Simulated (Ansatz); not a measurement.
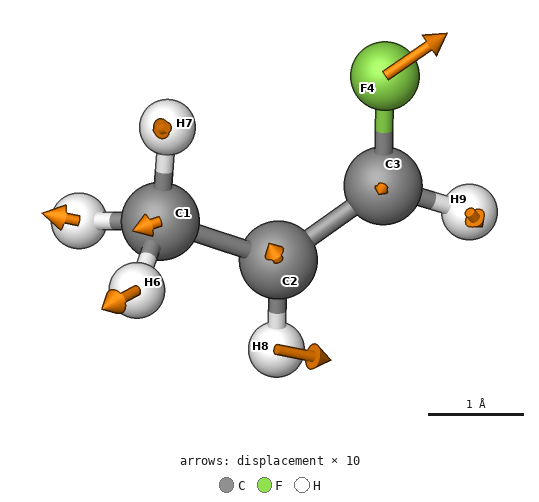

A relaxation of C₃H₅F (coarse preliminary run). The starting structure is drawn; orange arrows show the displacements, magnified 10 times. The two geometries are superimposed by the best rigid fit.

The picture is a ball-and-stick view, seen at a tilt.

The start comes from a force field.

Computed with Ansatz, RKS PBE-D4/def2-SVP. (force threshold 0.03 eV/Å; at most 200 steps)

**What happened in the run?**

The F atom moves most after the best rigid fit: 0.081 Å. Largest moves by element: F 0.081 Å, H 0.071 Å, C 0.034 Å. Some distances before and after: C–H 1.051 → 1.102 Å, C–F 1.299 → 1.349 Å, C–H 1.081 → 1.111 Å, C–C 1.353 → 1.342 Å. Among the angles between lasting bonds that change: C–C–H 121.0° → 115.9°, F–C–H 115.4° → 112.4°, C–C–H 116.3° → 118.9°. Over 5 geometry steps the energy falls by 16.7 kJ/mol. The largest force component goes from 2.6 to 0.0061 eV/Å. The run took roughly 14 core-seconds on a shared host.
